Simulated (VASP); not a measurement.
Band structure of Rb (bcc). Level of theory: revPBE GGA, VASP's PBE PAW potentials (set 64) (plane waves; VASP 6.6.1).

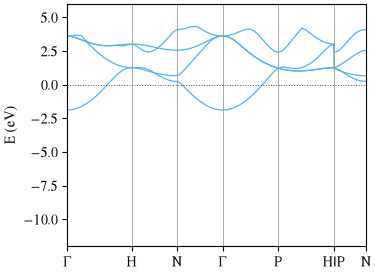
Figure. Bands along high-symmetry lines, zero at the valence-band maximum or, without a gap, the Fermi level

Problem. Read the plot: is there a gap, and where are the band edges?

Solution. It has no gap at this level: it comes out as a metal or semimetal. (Edges off the drawn lines would not show.)

The compound is Rb in the bcc structure. It was relaxed first, which changed the volume by +10 %.
